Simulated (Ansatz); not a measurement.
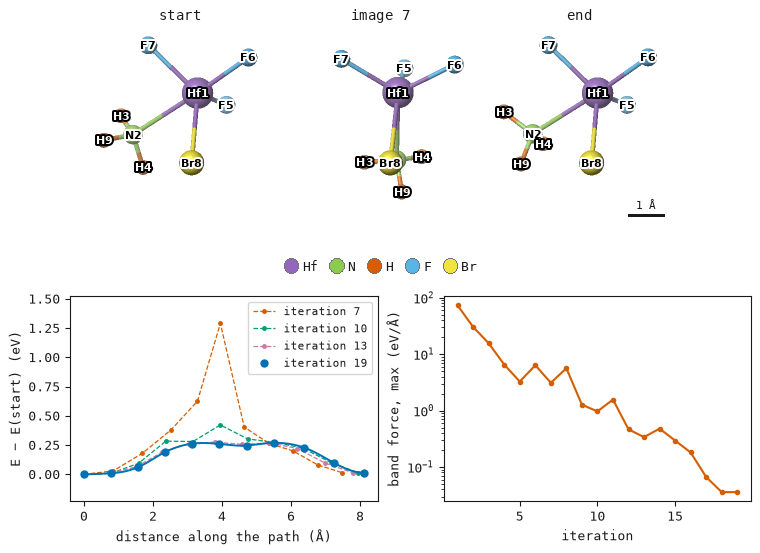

NEB run on HfNH3BrF3. Images are numbered from 0 (start) to 10 (end). The plot follows the band through its iterations. Style: ball-and-stick. Shown from a free direction.

Computed with RKS B3LYP-D4/def2-SVP (Ansatz 0.2.0). Set-up: 9 movable images; climbing image; force threshold 0.05 eV/Å; iteration limit 60; starting path through a guess of the saddle point.

Judge this run.

The run is converged, with reservations. The band converged in 19 iterations. The largest component of the band force went from 73 to 0.036 eV/Å. The climbing image converged on the top of the path. Its vibrational analysis gives one imaginary mode (50i cm⁻¹), as a transition state must have. The first iteration put the highest image at 14.020 eV. Forward barrier 0.269 eV, backward barrier 0.256 eV, with image 7 at the top; the reaction energy is +0.014 eV. The profile has 2 maxima (images 4, 7) with a dip at image 6 (+0.246 eV), so the process runs in steps.
